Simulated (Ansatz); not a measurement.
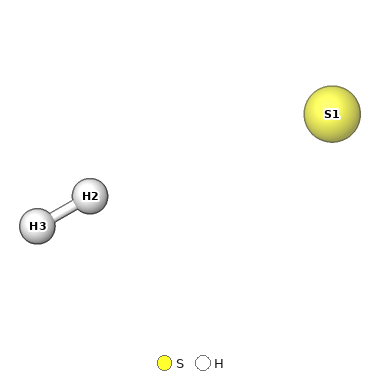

The system is S + H₂, spin multiplicity 3; the picture shows the reference structure. First axis: distance S1–H2. Second axis: distance H2–H3. Nothing is relaxed (the angle S1–H2–H3 is fixed at 160 degrees). Grid: 11 × 11 points. At 26 points there is no value. Points are written as (first, second). Energies are in kJ/mol, from S far from the relaxed HH (each part in its own basis). In part of the range the unrestricted reference is strongly spin-contaminated. These are results of UKS BHLYP-D4/aug-cc-pVTZ (Ansatz), not measurements.

Its coordinates:

```xyz
3

S    -3.0880    0.0000    0.0000
H     0.0000    0.0000    0.0000
H     0.6503    0.2367    0.0000
```

Range: distance S1–H2 from 1.088 to 3.088 Å; distance H2–H3 from 0.592 to 2.592 Å.

Predict the map.

Answer. The lowest grid point is at (3.088 Å, 0.692 Å), 3.4 kJ/mol from S far from the relaxed HH (each part in its own basis). It lies in a valley that leaves the map towards separated partners. Other grid points that lie below all their neighbours: (2.584 Å, 0.692 Å) (2.6 kJ/mol higher); (1.335 Å, 2.336 Å) (92 kJ/mol higher). The highest grid point, (1.088 Å, 0.592 Å), lies 601 kJ/mol above the lowest.

```csv
"distance H2–H3 ↓, distance S1–H2 →",1.088,1.188,1.335,1.506,1.696,1.900,2.118,2.346,2.584,2.832,3.088
2.592,226,134,96,124,193,275,347,392,417,430,438
2.336,227,–,95,–,191,–,343,–,410,–,431
2.088,228,135,96,123,189,268,334,375,398,411,417
1.850,231,–,97,–,185,–,317,–,375,–,392
1.622,238,143,99,119,176,238,287,316,333,342,347
1.404,252,–,102,–,157,–,235,–,264,–,270
1.200,275,169,107,102,125,148,162,169,171,171,172
1.010,313,–,115,–,83,–,83,–,80,–,79
0.839,377,243,137,81,52,–,25,19,16,15,14
0.692,480,–,195,–,65,–,19,–,6,–,3
0.592,605,437,287,188,128,92,72,61,56,54,53
```

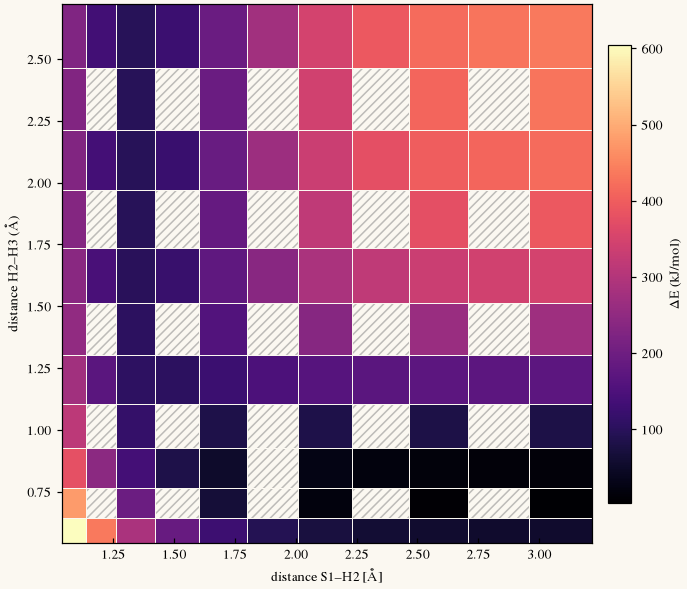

Drawn: one coloured cell a grid point, hatched blanks where no value was computed.

Each point was launched as `ansatz run input.yaml --threads 1 --pin off --max-ram 2560MiB --backend cpu --events-out ev --progress --plain --runs-dir out`. The whole map (95 points run) took 14 min on 1 thread of Intel(R) Xeon(R) Platinum 8375C CPU @ 2.90GHz (Ice Lake), on a shared host.
